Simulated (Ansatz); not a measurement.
Zr (hcp, Mg type)

```
Zr
1.0
    6.49182     0.00000     0.00000
   -1.62295     2.81104     0.00000
    0.00000     0.00000     5.15116
Zr
4
Direct
  0.16667   0.66667   0.75000
  0.66667   0.66667   0.75000
  0.33333   0.33333   0.25000
  0.83333   0.33333   0.25000
```

Scan: atom 4 (Zr, nearest neighbour Zr at 3.185 Å; its periodic images, 3.2 Å or more away, move with it) is displaced along Cartesian [110], direction (0.707, 0.707, 0.000) in Cartesian axes, by s. The other atoms stay.

Computed with r2SCAN (plane waves to 500 eV, PAW, scalar-relativistic; Ansatz, a first-principles code). k mesh 13×13×7 (Γ-centred), Fermi-Dirac smearing 0.05 eV. E stands for the smeared free energy. Left out: 4 of 11 points, with atoms too close for the PAW data. With partly filled bands, energies and forces of such displacements shift with the k mesh and the smearing. The PAW data are Ansatz's earlier set. Zr is run without spin polarisation. Zr was relaxed with its symmetry unable to fall. The zero of ΔE is the undisplaced structure.

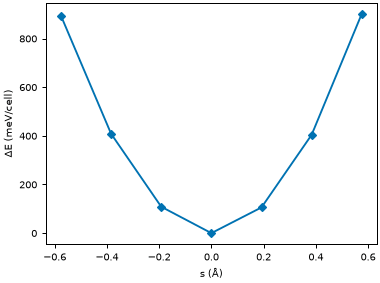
*ΔE (meV/cell) against s (Å); computed points joined by lines.*

The force along the line at s = -0.576 Å is 3.10 eV/Å and the force constant k = d²E/ds² at s = 0 (finite differences) comes out as 5.82 eV/Å². The energy at s = 0.576 Å is 902 meV/cell. Shape of the curve: a single well with its minimum at or next to zero displacement. Harmonic estimate at the end of the scan: ½ks² = 966 meV/cell against the computed 902 meV/cell, so the well is softer than harmonic there.

The forces along the line at the two nearest points give (1.108 − (-1.076)) / (2·0.192) = 5.69 eV/Å²; the next pair corrects for the finite step.

(For displaced atoms, the force is minus the slope of the energy, and its curvature is a force constant, which sets phonon frequencies.)
